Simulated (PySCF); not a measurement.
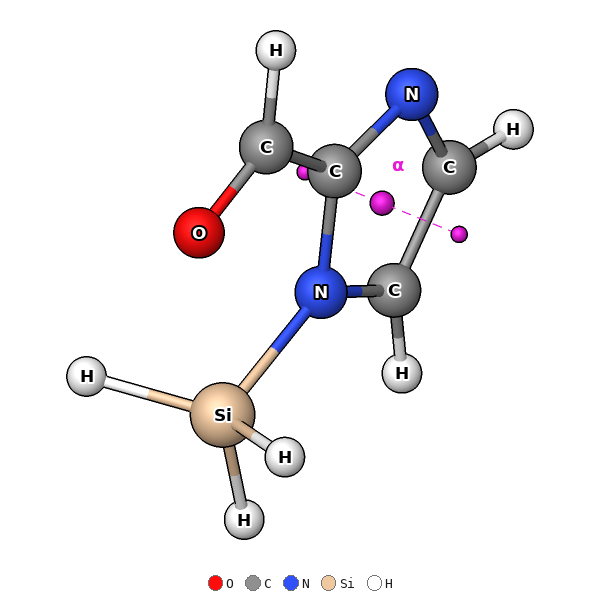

The small points mark where nucleus-independent chemical shifts (NICS) were computed: at the centre of each lettered ring and 1 Å above and below it. The geometry was computed by an optimisation with GFN2-xTB. No frequency run is at hand to confirm it as a minimum. Properties computed with GIAO PBE0/pcSseg-1 NMR shielding, non-relativistic, gas phase (PySCF 2.14.0).

Give NICS(0), NICS(1) and the out-of-plane component NICS(1)zz for each ring (means of the two sides).

```json
{"ring": "α", "members": "C3N2", "NICS(0)": "−11.4", "NICS(1)": "−11.8", "NICS(1)zz": "−30.6"}
```

Values in ppm.

**What do the values say about the ring currents?**

Ring α: diatropic, as in an aromatic ring. NICS is one index among several.

The geometry is semi-empirical. Around Si such bond lengths and angles can be off by a tenth of an ångström or more and by several degrees, and values that hang on the shape move with them.
